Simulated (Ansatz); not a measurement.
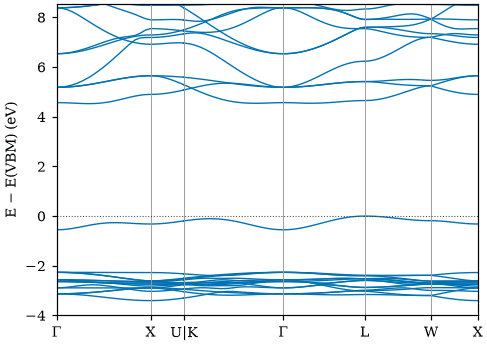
Figure. Band structure from plane-wave PAW LDA (Ansatz code)

Question: Read off the gap and where the band edges lie.

Answer: About 4.5 eV (4.53 eV by a search for the band edges); maximum at L, minimum on the Γ–X line, 34 % of the way from Γ.

The material is KRb2BiF6 in space group Fm-3m (No. 225; K on 4b, Rb on 8c, Bi on 4a, F on 24e).

The workflow started from a Materials Project entry (that database holds measured and hypothetical structures alike); the Crystallography Open Database files this formula in space group No. 225, but the cells were not matched. Whether it is the stable phase at ambient conditions was not checked. Symmetry was held in the LDA relaxation. At this level the phase is dynamically unstable (imaginary phonons). Scalar-relativistic: spin–orbit coupling is off unless named, which matters more the heavier the elements.

Potentials: the later of the program's two PAW sets.
